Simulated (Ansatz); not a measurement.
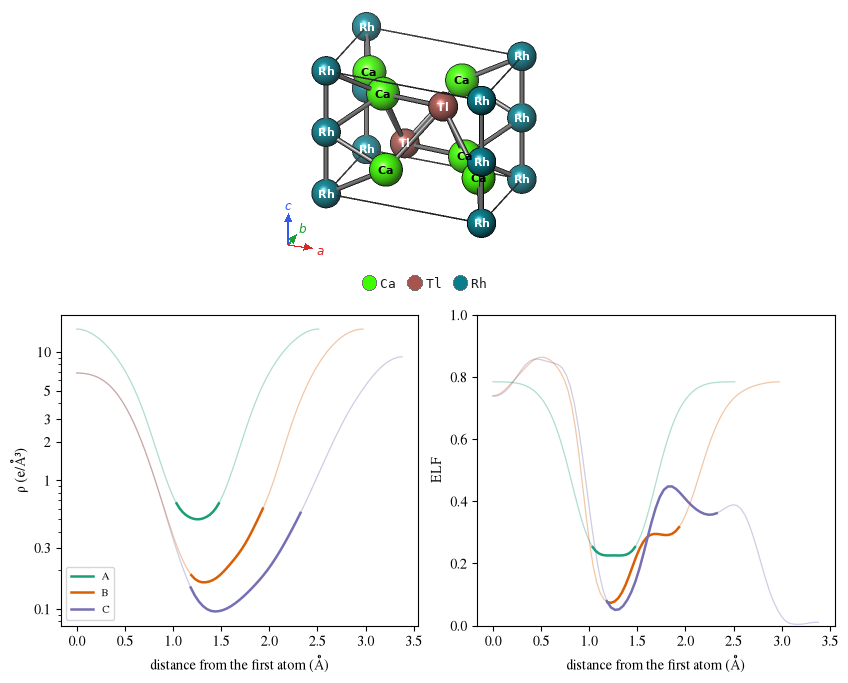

Figure 1: Ca₃TlRh. Valence pseudo-density and electron localisation function along straight lines between neighbouring atoms. Thin, pale parts lie inside the atomic spheres. The structure is drawn too.

Space group P6₃/m; a structure from a database of computed crystals, not necessarily the ambient phase; a generated structure, not necessarily the stable one; computed without spin polarisation.

The calculation used DFT r2SCAN, scalar-relativistic, plane waves, PAW (Ansatz 0.2.0).

The density is the valence pseudo-density of a PAW calculation; it isn't the true density close to the nuclei.

Which curve belongs to which contact (Ca–Rh, Ca–Tl and Rh–Rh)? The first atom named is at distance zero.

Curve A: Rh–Rh (2.51 Å): ρ at the midpoint is about 0.5 e/Å³; the ELF is about 0.25 at the midpoint: no shared electron pair shows on this line. Curve B: Ca–Rh (2.97 Å): the density is about 0.18 e/Å³ at the midpoint, with its minimum of 0.16 e/Å³ about 1.3 Å from Ca; the ELF is about 0.20 at the midpoint; no localised pair shows between them. Curve C: Ca–Tl (3.38 Å): ρ is about 0.12 e/Å³ halfway, with its minimum of 0.1 e/Å³ about 1.4 Å from Ca; the ELF is about 0.40 at the midpoint and 0.05 at its lowest between the atoms (no shared electron pair shows on this line).
